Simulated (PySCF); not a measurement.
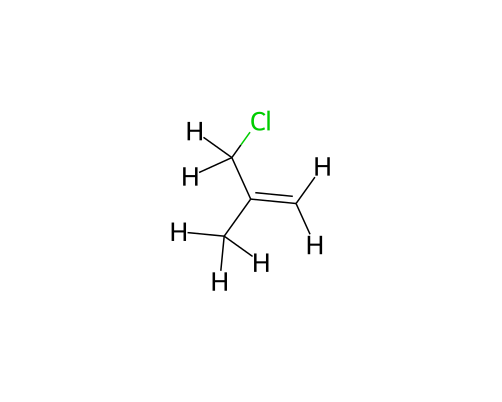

> Write the SMILES.

C=C(C)CCl

> What is the molecular formula?

C4H7Cl.

> An optimisation with GFN2-xTB gave a structure of which point group?

C1. Other conformers may differ.

More results for the same structure follow; atom numbers are the same in all pictures, views and colours differ. The geometry was computed by an optimisation with GFN2-xTB. No frequency run is at hand to confirm it as a minimum.

Geometry

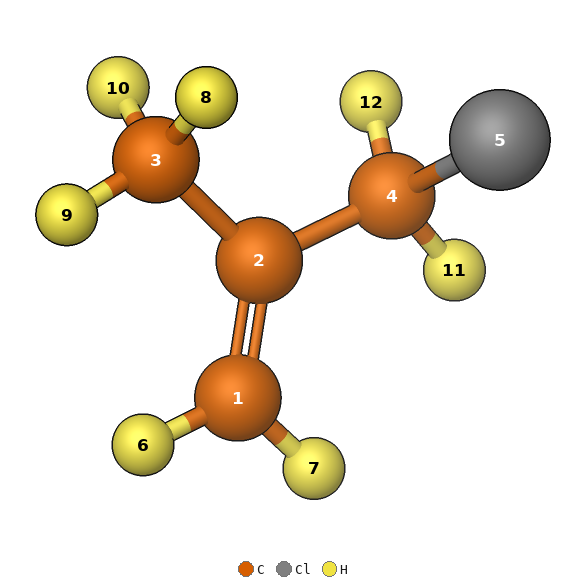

Atoms carry their numbers in the input. No frequency run is at hand to confirm it as a minimum.

Estimate the angles C2–C1–H6, C2–C1–H7, C1–C2–C3, C1–C2–C4, C3–C2–C4, C2–C3–H8, C2–C3–H9, C2–C3–H10, C2–C4–Cl5, C2–C4–H11, C2–C4–H12, Cl5–C4–H11, Cl5–C4–H12.

| angle | degrees |
| --- | --- |
| C2–C1–H6 | 121.6 |
| C2–C1–H7 | 122.1 |
| C1–C2–C3 | 123.4 |
| C1–C2–C4 | 121.4 |
| C3–C2–C4 | 115.3 |
| C2–C3–H8 | 109.9 |
| C2–C3–H9 | 111.1 |
| C2–C3–H10 | 110.0 |
| C2–C4–Cl5 | 109.8 |
| C2–C4–H11 | 112.1 |
| C2–C4–H12 | 111.9 |
| Cl5–C4–H11 | 106.4 |
| Cl5–C4–H12 | 105.9 |

Electronic properties

No frequency run is at hand to confirm it as a minimum. Properties computed with PBE0/def2-SVPD, gas phase (PySCF 2.14.0). Excitations: vertical, linear response.

Computed properties:

- dipole moment: 1.94 D
- HOMO energy (Kohn–Sham orbital): −7.64 eV
- LUMO energy (Kohn–Sham orbital): −0.43 eV
- HOMO–LUMO gap: 7.21 eV
- mean static polarisability: 64.3 bohr³
- lowest vertical singlet excitation: 6.50 eV
- its oscillator strength: 0.097
- brightest of the 6 lowest singlets: 6.76 eV
- its oscillator strength: 0.13

Bond orders

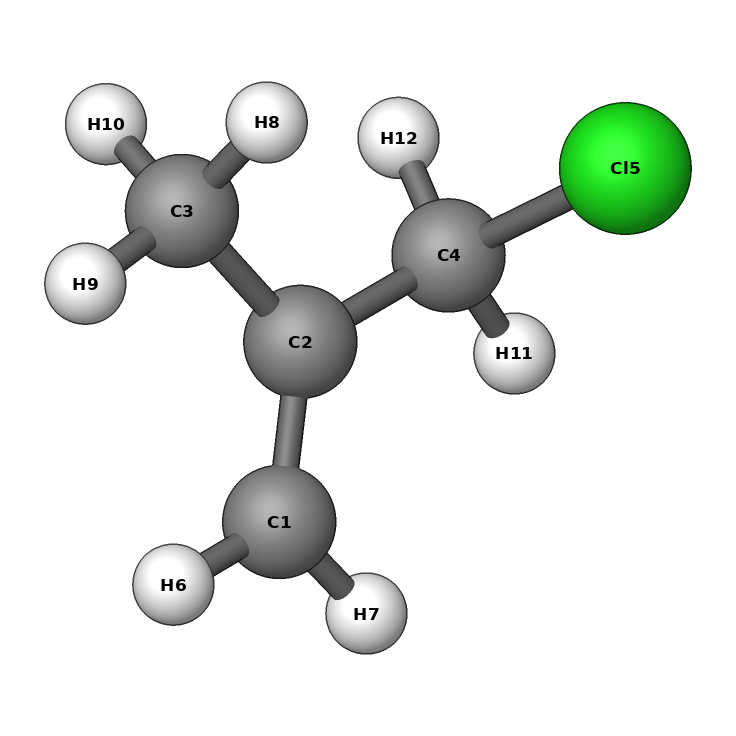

Every bond is drawn as one stick. No frequency run is at hand to confirm it as a minimum. Level of theory: PBE0/pcSseg-1 (PySCF 2.14.0).

List the Mayer bond orders of C1–C2, C1–H6, C1–H7, C2–C3, C2–C4, C3–H8, C3–H9, C3–H10, C4–Cl5, C4–H11, C4–H12.

```tsv
bond	Mayer order	length (Å)
C1–C2	1.96	1.324
C1–H6	0.94	1.076
C1–H7	0.94	1.077
C2–C3	1.04	1.497
C2–C4	1.03	1.495
C3–H8	0.94	1.089
C3–H9	0.96	1.086
C3–H10	0.95	1.090
C4–Cl5	0.98	1.800
C4–H11	0.94	1.089
C4–H12	0.93	1.090
```

Quadrupole coupling

No frequency run is at hand to confirm it as a minimum. Electric field gradients from the ground-state density, PBE0/pcSseg-1 (PySCF 2.14.0), non-relativistic apart from any core potentials.

Give the largest field-gradient component, the quadrupole coupling constant and the asymmetry for 35Cl at Cl5 (Q = −81.7 mb).

```csv
atom,V_zz (a.u.),e²qQ/h (MHz),η
Cl5,3.974,−76.3,0.04
```

NMR shielding

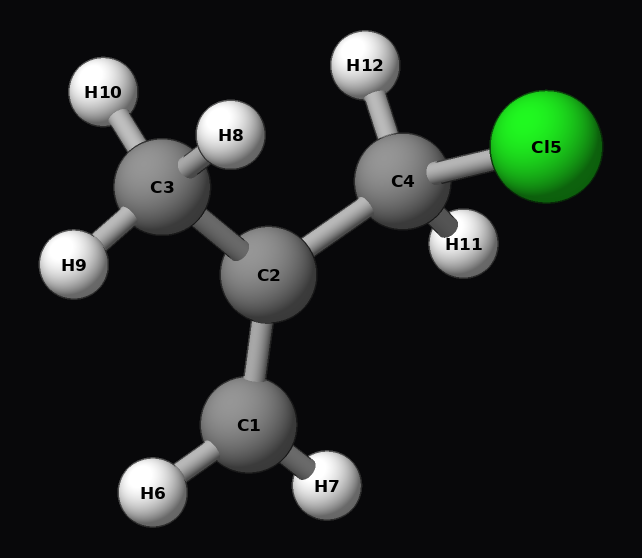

No frequency run is at hand to confirm it as a minimum. Level of theory: GIAO PBE0/pcSseg-1 NMR shielding, non-relativistic, gas phase (PySCF 2.14.0). Principal shieldings σ11 ≤ σ22 ≤ σ33, span Ω = σ33 − σ11, skew κ = 3(σiso − σ22)/Ω.

Give the shielding tensors of the Cl atoms.

```csv
atom,σ11,σ22,σ33,σiso,Ω,κ
Cl5,612.3,779.3,1082.6,824.7,470.4,0.29
```

Shieldings and span in ppm.
